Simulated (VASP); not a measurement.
Band structure of MgS (rock salt). All values below come from AM05 GGA, VASP's PBE PAW potentials (set 64) (plane waves; VASP 6.6.1).

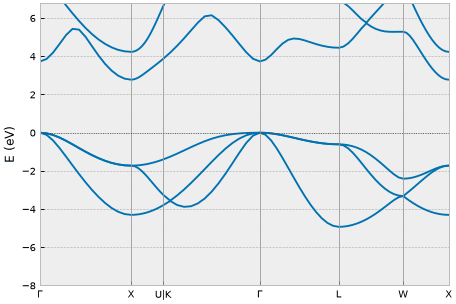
*Bands along high-symmetry lines, zero at the valence-band maximum or, without a gap, the Fermi level*

Task: Read the plot: is there a gap, and where are the band edges?

Result: The gap is indirect, 2.78 eV, from the valence maximum at Γ to the conduction minimum at X. (Edges off the drawn lines would not show.)

The compound is MgS in the rock salt structure. It was relaxed first.
